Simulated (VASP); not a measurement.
Band structure of ZrB$_{2}$. All values below come from PBE GGA, VASP's PBE PAW potentials (set 64) (plane waves; VASP 6.6.1).

The cell holds a wide vacuum, so values per volume refer to the whole cell.

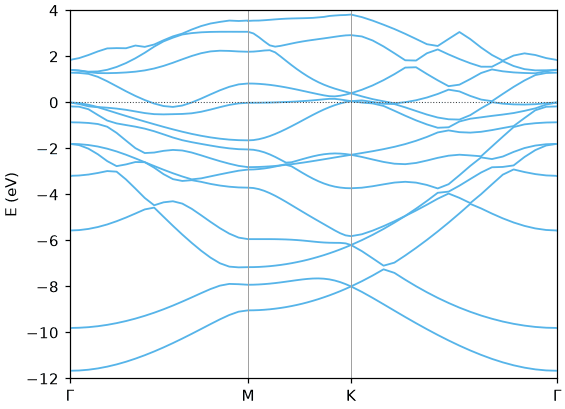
Figure. Bands along high-symmetry lines, zero at the valence-band maximum or, without a gap, the Fermi level

### Question
Read the plot: is there a gap, and where are the band edges?

### Answer
It has no gap at this level: it comes out as a metal or semimetal.

The cell is a sheet with vacuum, built from a generated structure.
